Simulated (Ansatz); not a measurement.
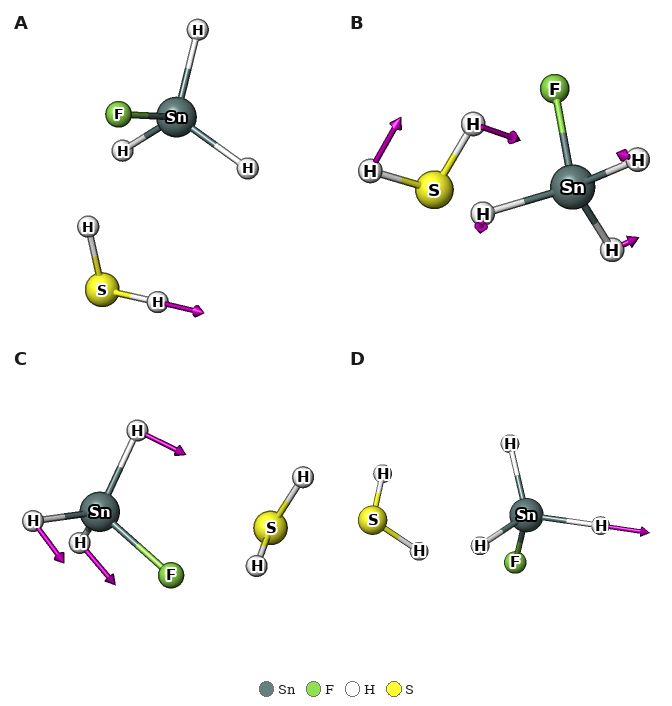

4 normal modes of one molecule or complex, as arrows. Harmonic vibrations computed with RKS PBE0-D4/def2-TZVP, core potentials on Sn (Ansatz 0.2.0) at a stationary point of the same level.

**Match the panels to the wavenumbers 128 cm⁻¹, 708 cm⁻¹, 1967 cm⁻¹, 2732 cm⁻¹.**

A: 2732 cm⁻¹, S–H stretching
B: 128 cm⁻¹
C: 708 cm⁻¹, F–Sn–H bending
D: 1967 cm⁻¹, Sn–H stretching
